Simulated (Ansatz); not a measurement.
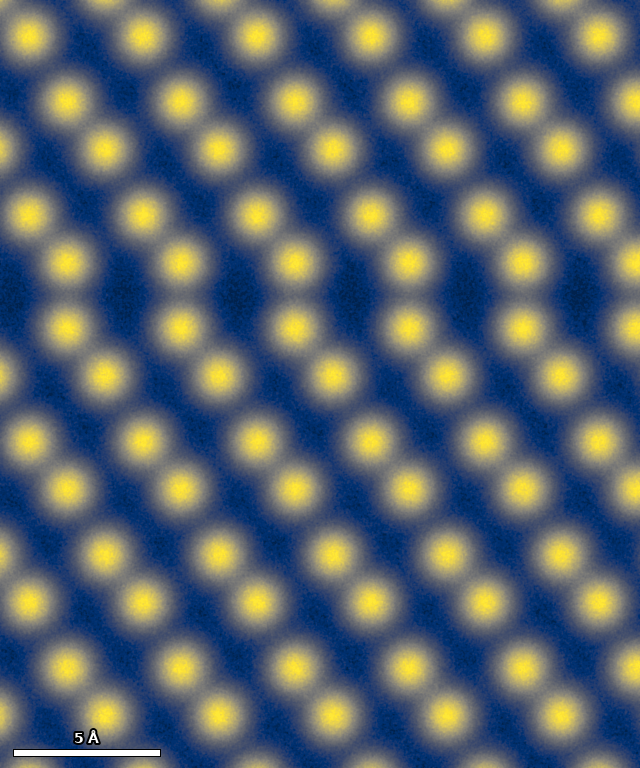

Z-contrast image of Bi (R-3m, No. 166) along [100]. The image is simulated as a sum over atoms of Z^1.7, blurred by a 1.29 Å probe (no channelling). The probe carries 15 % of its weight in a tail 2.5 times as wide. The display is stretched by a gamma of 0.65; percentages refer to the linear signal. Shot noise was added.

One planar defect was built into the perfect crystal by geometry alone, without relaxation. Host structure: the input geometry of an electronic-structure calculation (not necessarily at equilibrium).

### Where does the periodic pattern break, and how?

A planar fault (a stacking fault) runs horizontally about 10 Å below the top edge. The part above it is shifted along the boundary by 1/3 of the 3.92 Å repeat of the rows (1.3 Å to the right, the same as 2.6 Å to the left); both parts keep the same orientation.
